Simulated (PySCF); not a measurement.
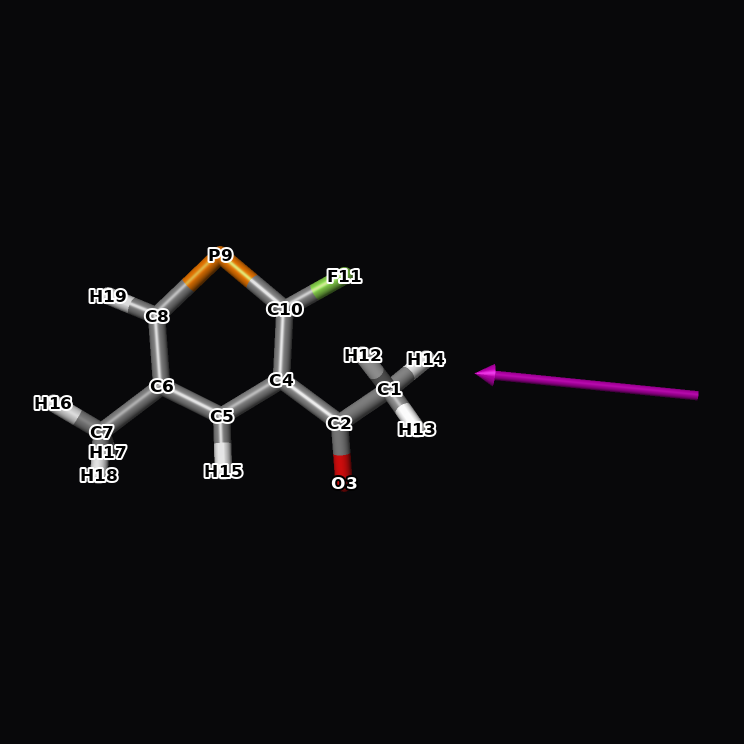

The arrow beside the molecule shows the direction of the dipole moment, from the negative to the positive end (its length means nothing). Computed geometry: GFN2-xTB optimisation. No frequency run is at hand to confirm it as a minimum. Properties computed with PBE0/pcSseg-1, gas phase (PySCF 2.14.0).

Estimate the dipole moment.

Answer. 2.19 D; it points from the side of H14 to the side of H16 (the outermost atoms at the two ends).

The geometry is semi-empirical. Around P such bond lengths and angles can be off by a tenth of an ångström or more and by several degrees, and values that hang on the shape move with them.
